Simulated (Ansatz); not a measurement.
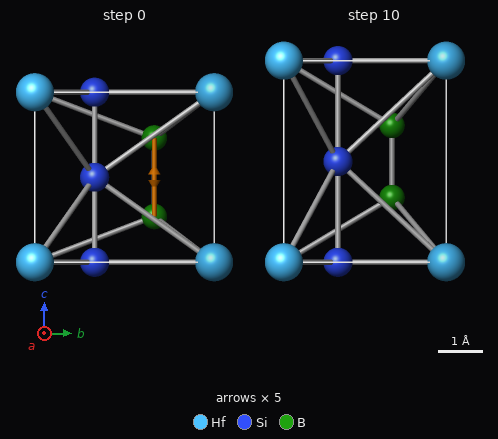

The structure of crystalline HfSi₂B₂ (a generated structure, set up in P-6m2) (coarse preliminary run) before (left) and after (right) a relaxation, at one scale. The orange arrows give the displacements (the part carried along by the change of the cell is left out), 5 times their true length.

Style: ball-and-stick. Shown: the cell of the calculation, along the a axis.

Method: DFT PBE, scalar-relativistic, plane waves, PAW (Ansatz 0.2.0).

The input:
```yaml
crystal:
  lattice:
    - [4.77442515, 0.0, 0.0]
    - [-2.38721257, 4.13477347, 0.0]
    - [0.0, 0.0, 3.92216915]
  atoms:
    - { symbol: Hf, position: [0.0, 0.0, 0.0] }
    - { symbol: Si, position: [0.66666667, 0.33333333, 0.0] }
    - { symbol: Si, position: [0.66666667, 0.33333333, 0.5] }
    - { symbol: B, position: [0.33333333, 0.66666667, 0.26879138] }
    - { symbol: B, position: [0.33333333, 0.66666667, 0.73120862] }
basis:
  ecutwfc: 420
kpoints:
  mp_grid: { grid: [6, 6, 4] }
hamiltonian:
  xc: pbe
scf:
  occupations: { method: gaussian, width: 0.1 }
  lower_state_search: "off"
output:
  forces: true
  stress: true
  eigenvalues: true
relax:
  adjacent_minimum: "off"
  f_tol: 0.04
  max_steps: 70
  cell: { stress_tol: 0.4 }
```

Run as
```bash
ansatz run input.yaml --threads 1 --pin off --max-ram 2560MiB --backend cpu --events-out ev --progress --plain --runs-dir out
```

Question: Summarise the run.

Answer: The energy falls by 1.334 eV per cell of the calculation in 7 accepted moves (10 points after the start). Largest force component: 0.41 eV/Å at the start, 0.0063 eV/Å at the end. Pressure: −0.52 GPa at the start and 0.02 GPa at the end. The line search rejected the trial step at point 5 of the run. At 2 points the geometry stayed and the basis and grid were re-selected for the new cell (energy shift of 15.0 meV per cell of the calculation at most each time). The largest moves relative to the cell, 0.24 Å, are those of B4 and B5. B5 goes along −c. Si and Hf stay in place. The drawn cell changes as follows: a = b 4.774 → 4.322 Å (−9.5 %), c 3.922 → 4.651 Å (+18.6 %); the volume changes by −2.8 %. Some distances before and after: B4–B5 2.108 → 2.988 Å, Si2–Si3 1.961 → 2.326 Å, Hf1–Si2 2.757 → 2.495 Å, B4–B5 (another image) 1.814 → 1.663 Å. Among the angles between lasting bonds that change: Hf1–B4–Hf1 108.0° → 96.0°, Hf1–B4–B5 110.9° → 120.9°. The space group stays P-6m2 (No. 187). The run took 43 s on 1 thread of Intel(R) Xeon(R) Platinum 8488C (Sapphire Rapids), with other jobs on the host, peak memory 0.41 GiB.

Limits of the set-up: the k-point mesh is coarse for a cell with partly filled bands.
